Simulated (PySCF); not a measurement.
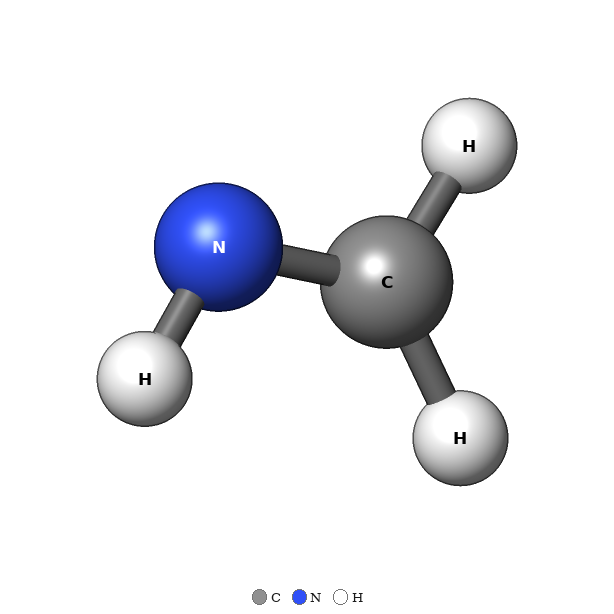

A ball-and-stick model of a molecule. Every bond is drawn as one stick, whatever its order.

The geometry was computed by an optimisation with GFN2-xTB. No frequency run is at hand to confirm it as a minimum.

What is the molecular formula?

CH₃N, 5 atoms: 1 carbon, 3 hydrogen and 1 nitrogen.

Give a SMILES string for it.

C=N

The parts below concern this one geometry. Atoms keep their numbers from picture to picture.

## Shape

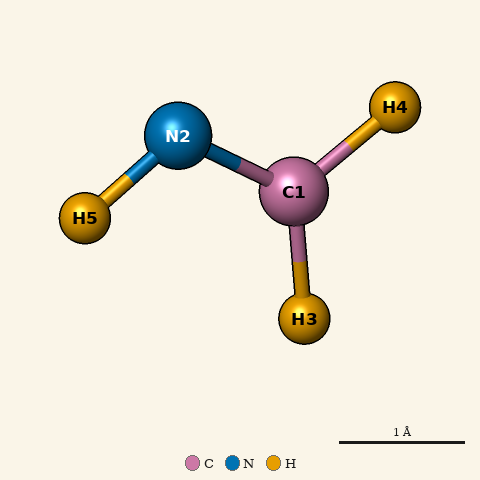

No frequency run is at hand to confirm it as a minimum.

What is the geometry at N2?

N2 has 2 neighbours (C1 at 1.25, H5 at 1.02 Å); the arrangement is bent.

What is the geometry at C1?

C1 has 3 neighbours (N2 at 1.25, H3 at 1.10, H4 at 1.08 Å); the arrangement is trigonal planar.

## Dipole moment

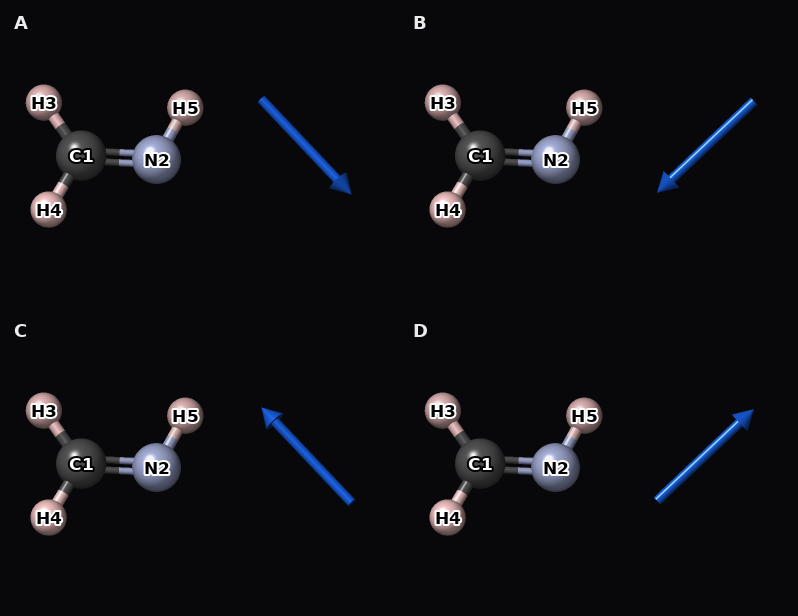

The same molecule four times, each with an arrow. No frequency run is at hand to confirm it as a minimum. Properties computed with CAM-B3LYP/def2-SVPD, gas phase (PySCF 2.14.0).

Which arrow points along the dipole moment, from the negative to the positive end?

C. The dipole moment is 1.97 D; it points from the side of N2 to the side of H3 (the outermost atoms at the two ends).

## Excitation

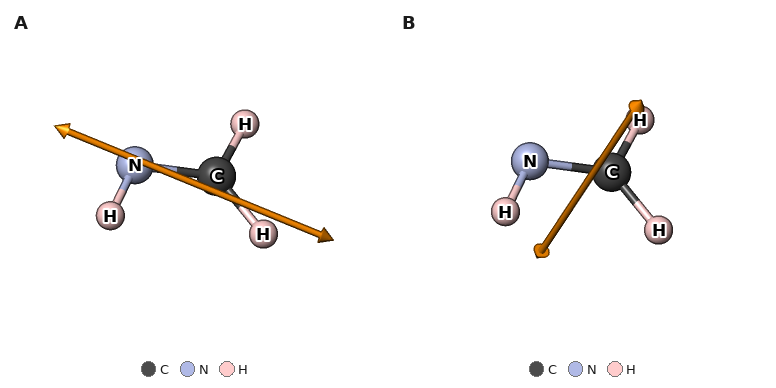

The double arrows show the directions of two transition dipoles from the ground state (lengths mean nothing). No frequency run is at hand to confirm it as a minimum. Properties computed with TDDFT CAM-B3LYP/def2-SVPD, vertical, gas phase, core orbitals frozen in the response (PySCF 2.14.0).

One belongs to singlet state 5 and one to singlet state 6. Which is which?

A: state 6, 9.51 eV (130 nm), oscillator strength 0.25, mainly HOMO → LUMO+3 (weight 0.95); polarised in the molecular plane.
B: state 5, 9.19 eV (135 nm), oscillator strength 0.051, mainly HOMO−1 → LUMO+1 (weight 0.90); polarised normal to the molecular plane.

## Polarisability

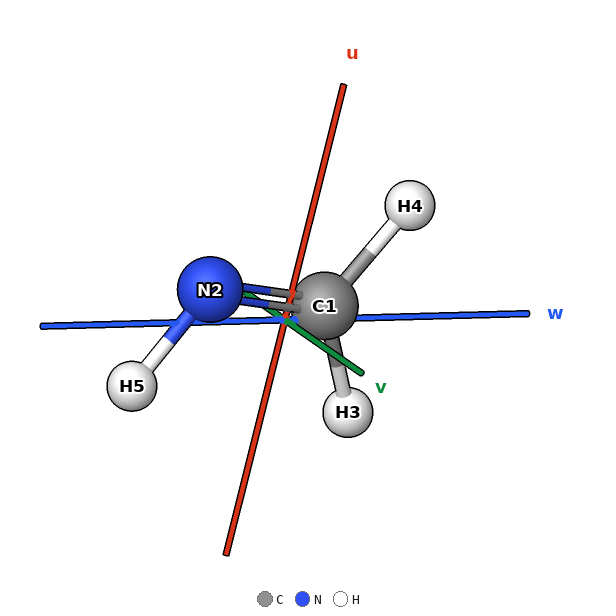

The lines u, v and w are the principal axes of the static dipole polarisability. No frequency run is at hand to confirm it as a minimum. Level of theory: CAM-B3LYP/def2-SVPD (PySCF 2.14.0).

Along which axis is the molecule most polarisable, and along which least?

Most along w (in the molecular plane, nearly parallel to the C1–N2 bond), least along v (normal to the molecular plane).

Give the three principal values.

u 20.8, v 15.7, w 28.4 bohr³; mean 21.6, anisotropy 11.0 bohr³.
